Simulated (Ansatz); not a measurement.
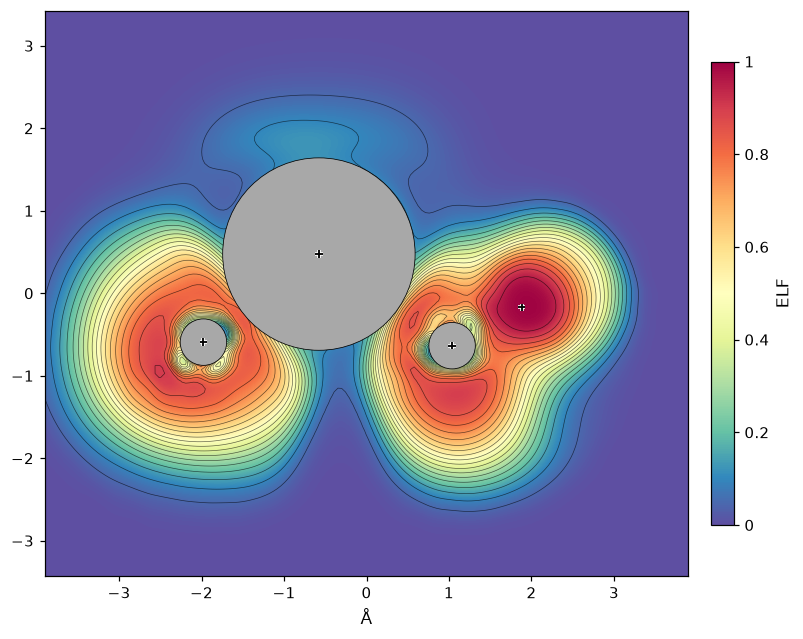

The ELF on a plane through atoms (crosses mark nuclei in the plane; grey discs cover the cores).

Computed with RKS PBE0-D4/def2-TZVPD in Ansatz.

Candidates:
A. CH6Al (charge −1)
B. HO4W (charge −1)

> Which candidate gave the map?

Candidate B: HO4W on the plane of atoms O2, W1 and O5, which holds W, O and H. W–O (1.76 Å): the ELF peaks at about 0.80 in the valence shell of O, 0.6 Å from its nucleus, and is about 0.35 at the midpoint. O–H (0.96 Å): the ELF climbs to about 1 towards the hydrogen, as it does in any bond to H; an ordinary covalent bond to hydrogen.
